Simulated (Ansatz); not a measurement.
# SiP₂H (quartet): correlated methods under varied settings

What do other methods and options give for SiP₂H (quartet) at this geometry, and how long do they take?

Computed with Ansatz 0.2.0, Gaussian basis. Level: the settings change from run to run.

13 further runs of the same task are left out: 4 that didn't finish, 9 set aside as unsound or not needed.

## Step 1: The system

The geometry is a PBE0/def2-TZVP stationary point (not a proven minimum) of the parent state, kept for this charge and spin.

4 atoms, charge 0, spin multiplicity 4.

Atoms are counted from 1 here; the program's logs count them from 0.

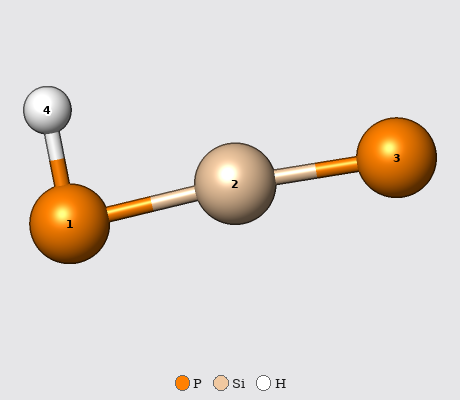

The structure; phosphorus orange, silicon light orange, hydrogen white; atoms are numbered from 1 in the order of the file.

## Step 2: MP2 on UHF/cc-pVDZ

in.yaml reads:

```yaml
crystal:
  periodic: [false, false, false]
  atoms:
    - {symbol: P, position_ang: [-0.000006, -0.410564, 1.546288]}
    - {symbol: Si, position_ang: [0.000029, -0.286152, -0.549294]}
    - {symbol: P, position_ang: [-0.000008, -0.321661, -2.561269]}
    - {symbol: H, position_ang: [-0.000015, 1.018377, 1.564274]}
basis:
  gaussian: {orbitals: cc-pVDZ}
magnetization: {spin_polarized: true, initial_magnetization: 3}
correlation: {method: mp2, electrons: outside_noble_gas}
accuracy: high
scf: {lower_state_search: full}
```

The run is started by

```console
> ansatz run in.yaml --threads 1 --pin off --events-out ev --progress --plain --max-ram 2393MiB
```

What it wrote:

```text
Functional definition: HF
  name "HF"
  cite "Fock, Z. Phys. 61, 126 (1930) doi:10.1007/BF01340294"
  parent pbe
  exchange = exact_x
  correlation = 0
1222 factors; integrals over basis functions are off by at most 3.6e-9 eV
mean field evaluation 1: about -26416.6631 eV, gradient 8.7e0 eV
mean field evaluation 2: about -26416.7039 eV, gradient 8.7e0 eV
mean field evaluation 4: about -26418.1479 eV, gradient 2.2e0 eV
mean field evaluation 8: about -26418.3461 eV, gradient 2.5e-1 eV
mean field evaluation 16: about -26418.3518 eV, gradient 2.1e-8 eV
mean field evaluation 32: about -26417.6703 eV, gradient 3.9e0 eV
mean field evaluation 64: about -26417.6703 eV, gradient 1.1e0 eV
mean field evaluation 96: about -26418.3110 eV, gradient 1.2e0 eV
mean field evaluation 128: about -26418.3518 eV, gradient 2.8e-5 eV
mean field evaluation 160: about -26408.1024 eV, gradient 8.5e0 eV
mean field evaluation 192: about -26417.9853 eV, gradient 1.1e-1 eV
mean field evaluation 224: about -26417.3814 eV, gradient 3.9e-1 eV
mean field evaluation 256: about -26413.3068 eV, gradient 2.3e0 eV
mean field -26418.35181412 eV, -970.8565221669 hartree, gradient 3.2e-8 eV, S^2 4.018455; 15 other end points of the search recorded, 0 dependent functions left out
15 core orbitals not correlated: weight in the atoms' cores, before any rotation towards them, 1.000 or more for the frozen orbitals, at most 0.000 for the correlated occupied ones
reference -26418.35181412 eV, -970.8565221669 hartree; 9, 6 occupied and 35, 38 virtual orbitals, 1222 factors
second order -6.98476835 eV of doubles, -0.00000000 eV of singles
Total energy: -26425.33658247 eV, -971.1132076692 hartree
```

Run time: 9 s. Hardware: 1 thread of Arm Neoverse V1, shared host.

From the report: ⟨S²⟩ of the determinant 4.018 (pure quartet: 3.75).

## Step 3: MP2 on UHF/cc-pVDZ

Changes to in.yaml since step 2:

```diff
@@ -10,4 +10,3 @@
 magnetization: {spin_polarized: true, initial_magnetization: 3}
-correlation: {method: mp2, electrons: outside_noble_gas}
-accuracy: high
-scf: {lower_state_search: full}
+correlation: {method: mp2, electrons: valence}
+scf: {lower_state_search: off}
```

Launched as before.

What it wrote, shortened:

```text
Functional definition: HF
  name "HF"
  cite "Fock, Z. Phys. 61, 126 (1930) doi:10.1007/BF01340294"
  parent pbe
[...]
614 factors; integrals over basis functions are off by at most 1.3e-3 eV
[...]
mean field -26418.35174803 eV, -970.8565197383 hartree, gradient 9.9e-6 eV, S^2 4.018451; 0 other end points of the search recorded, 0 dependent functions left out
15 core orbitals not correlated: weight in the atoms' cores, before any rotation towards them, 1.000 or more for the frozen orbitals, at most 0.000 for the correlated occupied ones
reference -26418.35174803 eV, -970.8565197383 hartree; 9, 6 occupied and 35, 38 virtual orbitals, 614 factors
second order -6.98475083 eV of doubles, -0.00000000 eV of singles
Total energy: -26425.33649887 eV, -971.1132045969 hartree
Checks for a lower state left out: stability, starts, cluster_reference, orbital_swaps, neighbouring_geometries, increment
```

Run time: 0.66 s. Hardware: 1 thread of Arm Neoverse V1, shared host.

From the report: ⟨S²⟩ of the determinant 4.018 (pure quartet: 3.75).

## Step 4: BCCD(T) on ROHF/cc-pVDZ

Changes to in.yaml since step 3:

```diff
@@ -9,4 +9,5 @@
   gaussian: {orbitals: cc-pVDZ}
-magnetization: {spin_polarized: true, initial_magnetization: 3}
-correlation: {method: mp2, electrons: valence}
+magnetization: {spin_polarized: false, initial_magnetization: 3}
+correlation: {method: bccd_t, electrons: outside_noble_gas}
 scf: {lower_state_search: off}
+output: {forces: true}
```

The command is unchanged.

What it wrote, shortened:

```text
Functional definition: HF
  name "HF"
  cite "Fock, Z. Phys. 61, 126 (1930) doi:10.1007/BF01340294"
  parent pbe
[...]
614 factors; integrals over basis functions are off by at most 1.3e-3 eV
[...]
mean field -26417.85811729 eV, -970.8383791431 hartree, gradient 9.7e-6 eV, S^2 3.750000; 0 other end points of the search recorded, 0 dependent functions left out
15 core orbitals not correlated: weight in the atoms' cores, before any rotation towards them, 1.000 or more for the frozen orbitals, at most 0.000 for the correlated occupied ones
reference -26417.85811729 eV, -970.8383791431 hartree; 9, 6 occupied and 35, 38 virtual orbitals, 614 factors
second order -7.34400297 eV of doubles, -0.16847938 eV of singles
cycle   1  -8.34731499 eV  change   -8.3e-1 eV  update   1.1e-1
[...]
cycle  30  -8.87765055 eV  change  -5.2e-10 eV  update   1.1e-7
perturbative correction -0.45173222 eV, -0.0166008529 hartree
[...]
Total energy: -26427.18750006 eV, -971.1812276362 hartree
Atom 0 at    -0.000006    -0.410564     1.546288 Å, force    -0.000043    -0.526113     1.309609 eV/Å
Atom 1 at     0.000029    -0.286152    -0.549294 Å, force     0.000113     0.864708     3.141884 eV/Å
Atom 2 at    -0.000008    -0.321661    -2.561269 Å, force    -0.000086    -0.563104    -4.831944 eV/Å
Atom 3 at    -0.000015     1.018377     1.564274 Å, force     0.000016     0.224509     0.380450 eV/Å
Dipole moment:     0.000000     0.050729     0.030530 e Å
Checks for a lower state left out: starts, cluster_reference, orbital_swaps, neighbouring_geometries, increment
```

Wall time 17 s (1 thread of Arm Neoverse V1, shared host); peak memory 0.27 GiB.

From the report: correlation -9.3294 eV; largest double amplitude 0.12.

## Step 5: CCSD(T) on UHF/STO-3G

in.yaml reads:

```yaml
crystal:
  periodic: [false, false, false]
  atoms:
    - {symbol: P, position_ang: [-0.000006, -0.410564, 1.546288]}
    - {symbol: Si, position_ang: [0.000029, -0.286152, -0.549294]}
    - {symbol: P, position_ang: [-0.000008, -0.321661, -2.561269]}
    - {symbol: H, position_ang: [-0.000015, 1.018377, 1.564274]}
basis:
  gaussian: {orbitals: STO-3G}
magnetization: {spin_polarized: true, initial_magnetization: 3}
hamiltonian: {pseudopotentials: {relativity: scalar}}
correlation: {method: ccsd_t, electrons: valence}
output: {forces: true}
```

Same command.

What it wrote, shortened:

```text
Functional definition: HF
  name "HF"
  cite "Fock, Z. Phys. 61, 126 (1930) doi:10.1007/BF01340294"
  parent pbe
[...]
298 factors; integrals over basis functions are off by at most 2.0e-5 eV
[...]
mean field -26165.23978114 eV, -961.5548265203 hartree, gradient 9.4e-6 eV, S^2 4.153021; 17 other end points of the search recorded, 0 dependent functions left out
determinant -26165.23978114 eV, -961.5548265203 hartree, with singles and doubles -26168.33780702 eV, -961.6686768716 hartree
determinant -26164.96131832 eV, -961.5445932003 hartree, with singles and doubles -26167.86597302 eV, -961.6513372919 hartree
determinant -26164.48770201 eV, -961.5271881222 hartree, with singles and doubles -26167.99747726 eV, -961.6561699837 hartree
determinant -26164.45124391 eV, -961.5258483116 hartree, with singles and doubles -26168.18093595 eV, -961.6629119660 hartree
[...]
15 core orbitals not correlated: weight in the atoms' cores, before any rotation towards them, 0.999 or more for the frozen orbitals, at most 0.000 for the correlated occupied ones
reference -26165.23978114 eV, -961.5548265203 hartree; 9, 6 occupied and 4, 7 virtual orbitals, 298 factors
second order -1.75241083 eV of doubles, -0.00000000 eV of singles
cycle   1  -3.15991265 eV  change    3.7e-7 eV  update   5.1e-6
[...]
cycle   8  -3.15991298 eV  change    8.1e-7 eV  update   2.6e-7
perturbative correction -0.09879462 eV, -0.0036306352 hartree
[...]
Total energy: -26168.49848874 eV, -961.6745818157 hartree
Relativity: scalar
Atom 0 at    -0.000006    -0.410564     1.546288 Å, force    -0.000041    -0.038981     0.605557 eV/Å
Atom 1 at     0.000029    -0.286152    -0.549294 Å, force     0.000119     0.443265     2.696766 eV/Å
Atom 2 at    -0.000008    -0.321661    -2.561269 Å, force    -0.000084    -0.421027    -3.868636 eV/Å
Atom 3 at    -0.000015     1.018377     1.564274 Å, force     0.000006     0.016743     0.566313 eV/Å
Dipole moment:     0.000001     0.016904    -0.036065 e Å
```

Run time: 3.4 s. Hardware: 1 thread of Arm Neoverse V1, shared host.

From the report: ⟨S²⟩ of the determinant 4.153 (pure quartet: 3.75); correlation -3.2587 eV; T1 0.051; largest double amplitude 0.33.

## Step 6: MP2 on UHF/6-31G

Changes to in.yaml since step 5:

```diff
@@ -8,6 +8,5 @@
 basis:
-  gaussian: {orbitals: STO-3G}
+  gaussian: {orbitals: 6-31G, point_charges: [{charge: 1.00, position_ang: [3.914, 0.519, -0.988]}]}
 magnetization: {spin_polarized: true, initial_magnetization: 3}
-hamiltonian: {pseudopotentials: {relativity: scalar}}
-correlation: {method: ccsd_t, electrons: valence}
+correlation: {method: mp2, electrons: all}
 output: {forces: true}
```

The command is unchanged.

What it wrote, shortened:

```text
Functional definition: HF
  name "HF"
  cite "Fock, Z. Phys. 61, 126 (1930) doi:10.1007/BF01340294"
  parent pbe
[...]
452 factors; integrals over basis functions are off by at most 2.5e-4 eV
[...]
mean field -26414.48137906 eV, -970.7142863018 hartree, gradient 2.0e-6 eV, S^2 4.010436; 11 other end points of the search recorded, 0 dependent functions left out
reference -26414.48137906 eV, -970.7142863018 hartree; 24, 21 occupied and 17, 20 virtual orbitals, 452 factors
second order -3.28493917 eV of doubles, -0.00000000 eV of singles
[...]
Total energy: -26417.76631822 eV, -970.8350055896 hartree
Atom 0 at    -0.000006    -0.410564     1.546288 Å, force    -0.174406    -1.062528     2.382892 eV/Å
Atom 1 at     0.000029    -0.286152    -0.549294 Å, force     0.344737     1.306837     3.250347 eV/Å
Atom 2 at    -0.000008    -0.321661    -2.561269 Å, force    -0.078545    -0.802921    -6.138334 eV/Å
Atom 3 at    -0.000015     1.018377     1.564274 Å, force     0.059007     0.563720     0.509364 eV/Å
Dipole moment:    -0.326906    -0.018335     0.150774 e Å
```

Run time: 2.4 s. Hardware: 1 thread of Arm Neoverse V1, shared host.

From the report: ⟨S²⟩ of the determinant 4.010 (pure quartet: 3.75).

## Step 7: CCSDT/STO-3G

Changes to in.yaml since step 6:

```diff
@@ -8,5 +8,6 @@
 basis:
-  gaussian: {orbitals: 6-31G, point_charges: [{charge: 1.00, position_ang: [3.914, 0.519, -0.988]}]}
+  gaussian: {orbitals: STO-3G}
 magnetization: {spin_polarized: true, initial_magnetization: 3}
-correlation: {method: mp2, electrons: all}
+hamiltonian: {xc: {name: PBE0}}
+correlation: {method: ccsdt, electrons: all}
 output: {forces: true}
```

Same command.

What it wrote, shortened:

```text
Functional definition: PBE0
  name "PBE0"
  cite "Adamo & Barone, J. Chem. Phys. 110, 6158 (1999) doi:10.1063/1.478522"
  cite "Perdew, Burke & Ernzerhof, Phys. Rev. Lett. 77, 3865 (1996) doi:10.1103/PhysRevLett.77.3865"
  parent pbe
[...]
479 factors; integrals over basis functions are off by at most 2.8e-8 eV
[...]
mean field -26153.64330556 eV, -961.1286639032 hartree, gradient 5.1e-6 eV, S^2 3.810199; 2 other end points of the search recorded, 0 dependent functions left out
reference -26117.67753044 eV, -959.8069460459 hartree; 24, 21 occupied and 4, 7 virtual orbitals, 479 factors
second order -2.72846343 eV of doubles, -0.31664296 eV of singles
cycle   1  -3.29281887 eV  change   -2.4e-1 eV  update   9.2e-2
[...]
cycle  32  -4.08991309 eV  change   -1.1e-6 eV  update   3.0e-7
[...]
Total energy: -26121.76744352 eV, -959.9572475796 hartree
Atom 0 at    -0.000006    -0.410564     1.546288 Å, force    -0.000048    -0.024382     0.691864 eV/Å
Atom 1 at     0.000029    -0.286152    -0.549294 Å, force     0.000132     0.433736     2.516833 eV/Å
Atom 2 at    -0.000008    -0.321661    -2.561269 Å, force    -0.000089    -0.413573    -3.777380 eV/Å
Atom 3 at    -0.000015     1.018377     1.564274 Å, force     0.000005     0.004219     0.568683 eV/Å
Dipole moment:     0.000001     0.016043    -0.029302 e Å
```

Run time: 93 s. Hardware: 1 thread of Arm Neoverse V1, shared host; peak memory 0.77 GiB.

From the report: ⟨S²⟩ of the determinant 3.810 (pure quartet: 3.75); correlation -4.0899 eV; T1 0.008; largest double amplitude 0.44. The orbitals are Kohn-Sham ones, so correlation energy and T1 don't compare with those on Hartree-Fock orbitals.

## Step 8: The runs in one table

```csv
level,correlated,functions,energy (eV),time
MP2 on UHF/cc-pVDZ,outside noble gas,59,-26425.3366,9 s
MP2 on UHF/cc-pVDZ,valence,59,-26425.3365,0.66 s
BCCD(T) on ROHF/cc-pVDZ,outside noble gas,59,-26427.1875,17 s
CCSD(T) on UHF/STO-3G (relativity set),valence,28,-26168.4985,3.4 s
MP2 on UHF/6-31G (beside a point charge),all,41,-26417.7663,2.4 s
CCSDT/STO-3G (on PBE0 orbitals),all,28,-26121.7674,93 s
```

## Step 9: What came out

```
quantity                                  value
    runs                                      6
quickest             MP2 on UHF/cc-pVDZ, 0.66 s
 slowest  CCSDT/STO-3G (on PBE0 orbitals), 93 s
```

In words: Total energies in different bases, with other cores or another treatment of relativity can't be set against each other. CCSDT/STO-3G (on PBE0 orbitals) took 141 times as long as MP2 on UHF/cc-pVDZ; the jobs differ in more than the method.
